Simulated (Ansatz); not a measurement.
Computed with PBE (plane waves to 420 eV, PAW; Ansatz, an electronic-structure program).

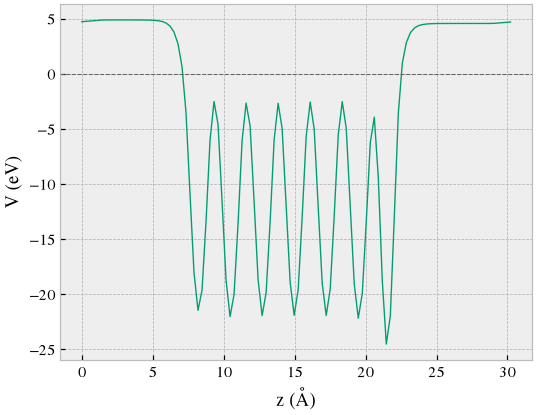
Figure: Planar average of the electrostatic potential across the slab, in eV from the Fermi level, for a constructed model of the (110) surface of bcc W, a pseudomorphic layer of Ru in the host's stacking (bottom of the slab: a bare face, its two planes held)

Slab: 7 atoms, 14.0 Å thick at the start with caps and adatoms; k 14x14x1, smearing 0.1 eV, dipole-corrected; 2 atoms held, the rest relaxed; symmetry of the start imposed; no spin, no spin-orbit, no U. It is one candidate, not shown to be the stable structure of the face.

The vacuum level lies 4.56 eV above the Fermi level over the top face and 4.88 eV above it under the bottom face.
